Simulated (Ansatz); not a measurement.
The starting structures come from a database of crystals and need not be the phases stable at ambient conditions.

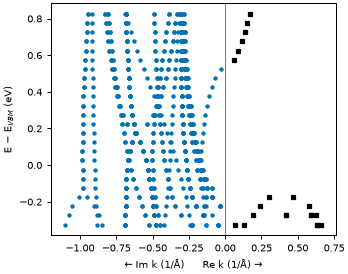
*Complex bands at the centre of the two-dimensional zone; r2SCAN (Ansatz, an electronic-structure program)*

The gap is the functional's own. No spin-orbit coupling. Mid-gap values are interpolated on the energy grid.

Q: This is RuSe2 (Pa-3, not sure to be the ambient phase, 12 atoms a cell, 17.7 Å³ an atom) along the normal of (111). Read off the slowest decay at the centre of the two-dimensional zone at 0.28 eV, the computed energy nearest the middle of the gap.

A: κ ≈ 0.14 1/Å, a decay length 1/(2κ) of the density of 3.7 Å.
